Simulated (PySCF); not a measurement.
# CH3Cl2Ga, SMILES `C[Ga](Cl)Cl`: electronic structure

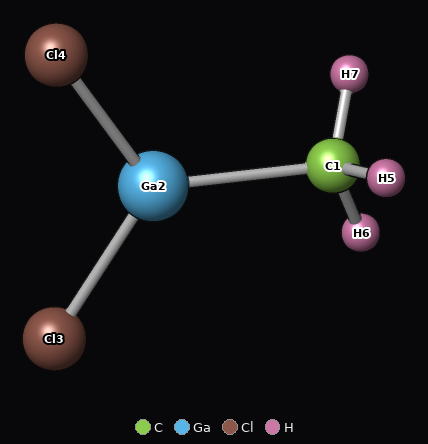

The molecule, with its atoms numbered as below. No frequency check shows the geometry to be a minimum.

Cartesian coordinates (Å):

```
C1      -0.0202    2.2866   -0.0002
Ga2     -0.0004    0.2467   -0.0012
Cl3      1.7882   -0.8513    0.0007
Cl4     -1.7751   -0.8741    0.0007
H5      -0.3425    2.6488    0.9785
H6       0.9787    2.6671   -0.2151
H7      -0.7267    2.6469   -0.7501
```

### 1. Bonding charge

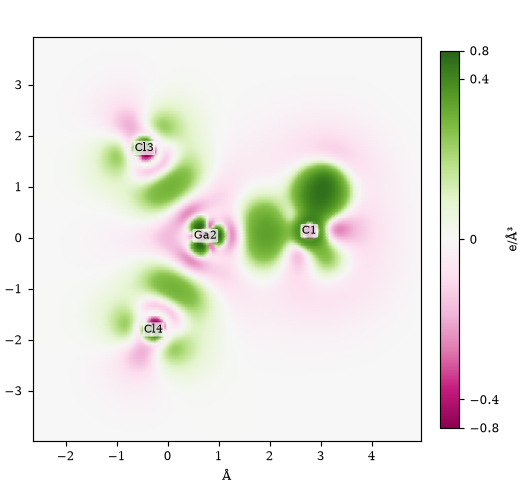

Deformation density (molecule less spherical, spin-averaged free atoms) in the plane of C1, Ga2, Cl3 and Cl4; colour scale in e/Å³, logarithmic beyond ±0.1; green: gain, pink: loss.

Level of theory: PBE0/def2-TZVP (PySCF), at a geometry from GFN2-xTB.

**How much density has each bond in this plane gained at its critical point, relative to the free atoms?**

C1–Ga2: +0.18 e/Å³ at the bond critical point (bond length 2.04 Å, Mayer order 1.0). Ga2–Cl3: +0.08 e/Å³ at the bond critical point (bond length 2.10 Å, Mayer order 1.1). Ga2–Cl4: +0.08 e/Å³ at the bond critical point (bond length 2.10 Å, Mayer order 1.1). In all, 1.5 electrons gather in the regions of gain relative to the promolecule. A small or negative value marks a very polar bond, one between electron-rich atoms, whose free-atom densities already overlap strongly, a long bond to a heavier atom, or a closed-shell contact such as a hydrogen bond.

**Where do the Hirshfeld charges lie?**

The highest Hirshfeld charge is on Ga2 (+0.48 e), the lowest on C1 (−0.22 e).

### 2. Bond critical points

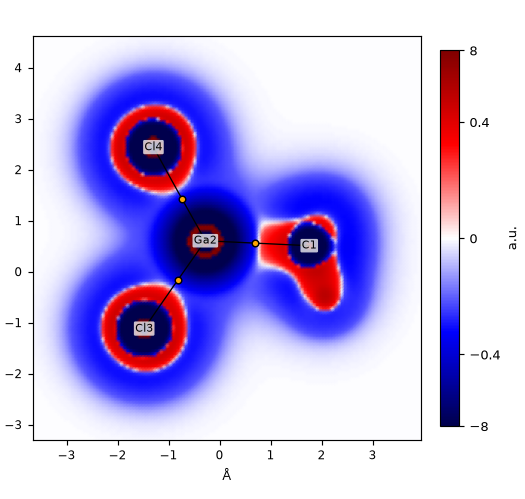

Negative Laplacian of the density (−∇²ρ) in the plane of C1, Ga2, Cl3 and Cl4 (red positive, blue negative, colour scale in a.u., logarithmic beyond ±0.04), with bond paths and bond critical points (dots).

**Sort the bonds in the plane by the sign of ∇²ρ at their critical points.**

At none is it concentrated. Depleted (∇²ρ > 0): Ga2–Cl3 (+0.32 a.u., H = −0.037); Ga2–Cl4 (+0.32 a.u., H = −0.037); C1–Ga2 (+0.12 a.u., H = −0.038).

**Where along Ga2–Cl3 does the critical point lie?**

0.93 Å from Ga2 and 1.17 Å from Cl3.

### 3. Local ionisation energy

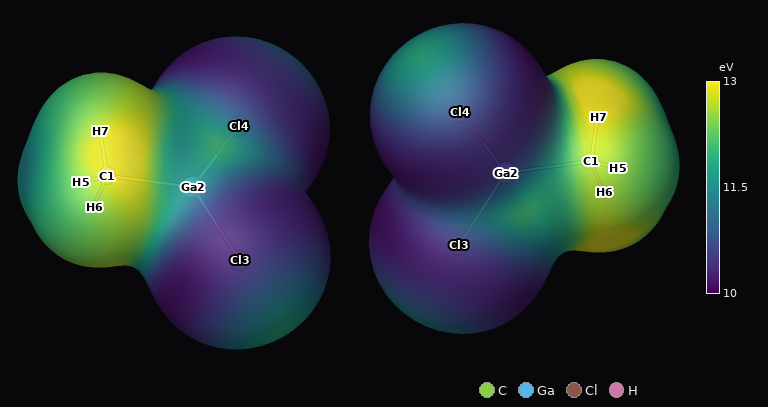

Average local ionisation energy on the surface of electron density 0.001 a.u. (back view left, front view right).

**Locate the minima of the map.**

The lowest value is 10.1 eV, 2.1 Å from Cl4, and at like points elsewhere. Further minima include 10.1 eV, 2.1 Å from Cl4; 11.3 eV, near H5 (1.86 Å), H7 (1.87 Å), C1 (1.97 Å) and H6 (1.98 Å). For comparison, the highest occupied orbital lies at −8.6 eV.

### 4. In an electric field

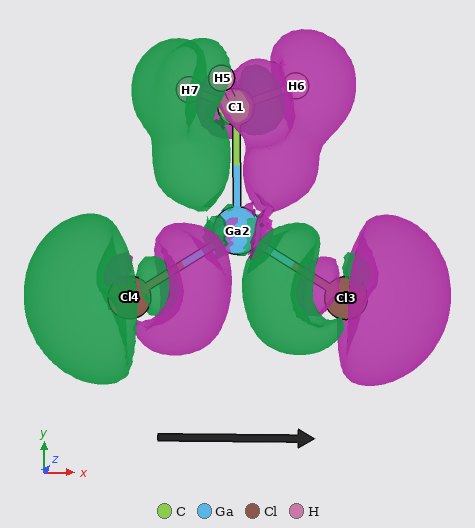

Change of the electron density in a uniform field of 0.21 V/Å along +x (arrow), surfaces at ±0.001 e/Å³ (green: gain, purple: loss).

Computed with PySCF, PBE0/def2-TZVP, geometry: GFN2-xTB. A basis without diffuse functions makes polarisabilities too small.

**How large is the response?**

The induced dipole is 0.71 D (along the field); α along this axis, from the fields in both directions, is 70 bohr³ (10.4 Å³).

**Which atoms gain and lose the most charge?**

Electrons gather most on Cl4 (Hirshfeld charge changes by −0.020 e) and leave Cl3 most (+0.020 e); 0.057 electrons are displaced in all.

### 5. Removing or adding an electron

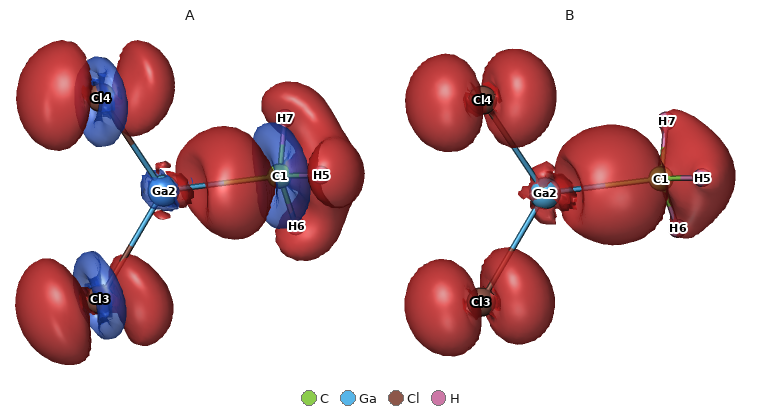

The Fukui function f⁻ from two separate SCF calculations and the density of the HOMO, at ±0.02 e/Å³ (red positive, blue negative).

Computed with PySCF, PBE0/def2-TZVP, geometry: GFN2-xTB.

**Which panel is which, and how good is the frozen-orbital picture?**

A is f⁻ (it has negative regions), B the HOMO density. The HOMO lies on C1 (28 %), Cl3 and Cl4 (24 % each) and Ga2 (16 %); f⁻ (Hirshfeld-condensed) is largest on Cl4 (0.26), Cl3 (0.26) and C1 (0.15); the vertical ionisation energy is 10.60 eV (the stability of the cation's solution wasn't checked). Relaxation shifts 14 % of the electron between atoms. The orbital energy is −8.62 eV.

The PySCF runs shown took 27 s, 67 s and 74 s on 1 thread of AMD EPYC 7571, on a shared host.
